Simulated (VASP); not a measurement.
Band structure of NaF (rock salt). Method: optB88-vdW, VASP's PBE PAW potentials (set 64) (plane waves; VASP).

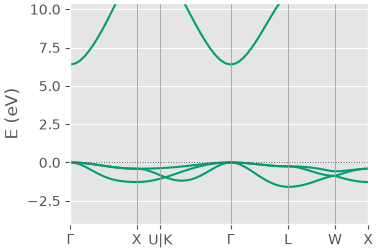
Fig. 1. Bands along high-symmetry lines, zero at the valence-band maximum or, without a gap, the Fermi level

Task: Read the plot: is there a gap, and where are the band edges?

Result: The gap is direct, 6.39 eV, from the valence maximum at Γ to the conduction minimum at Γ. (Edges off the drawn lines would not show.)

Measured: gap 11.70 eV (computed value off by -5.31 eV), as given by David Koller et al., Journal of Physics Condensed Matter (2013), arXiv:1304.4470.

The compound is NaF in the rock salt structure. It was relaxed first.
